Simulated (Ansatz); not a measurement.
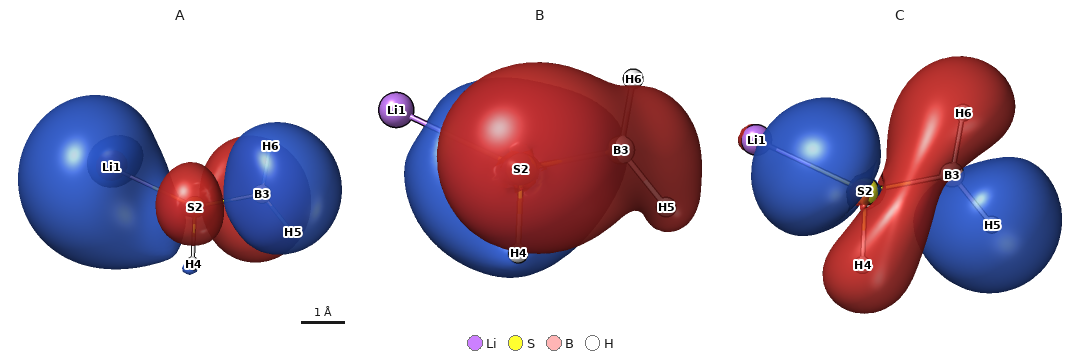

The picture shows: BH$_{3}$LiS (SMILES [Li][SH+]B) (charge +1). Three frontier orbitals at ±0.06 Å⁻³ᐟ² (blue and red are the two phases), in no order.

Theory: Ansatz 0.2.0, RKS B3LYP/6-31G*.

```yaml
atoms:
  - { symbol: Li, position_ang: [-2.4635, -1.1643, 0.3245] }
  - { symbol: S, position_ang: [-0.0631, -0.8820, 0.1819] }
  - { symbol: B, position_ang: [0.5681, 0.8271, 0.1349] }
  - { symbol: H, position_ang: [0.4552, -1.4397, -0.9323] }
  - { symbol: H, position_ang: [1.3646, 1.1198, -0.6890] }
  - { symbol: H, position_ang: [0.1387, 1.5391, 0.9801] }
```

Question: Which picture is the HOMO−1, the HOMO and the LUMO?

Answer: C is the HOMO−1 (−13.91 eV). Its weight (Hirshfeld) is mainly on B3 (about 30 %), S2 (about 30 %), H5 (about 25 %) and H6 (about 10 %). B is the HOMO (−13.29 eV). By Hirshfeld shares it lies mainly on S2 (about 80 %) and B3 (about 15 %); largely a lone pair of S2. A is the LUMO (−6.05 eV). By Hirshfeld shares it lies mainly on B3 (about 45 %), Li1 (about 30 %) and S2 (about 15 %).

Question: What is the HOMO–LUMO gap?

Answer: 7.24 eV between the orbital energies.
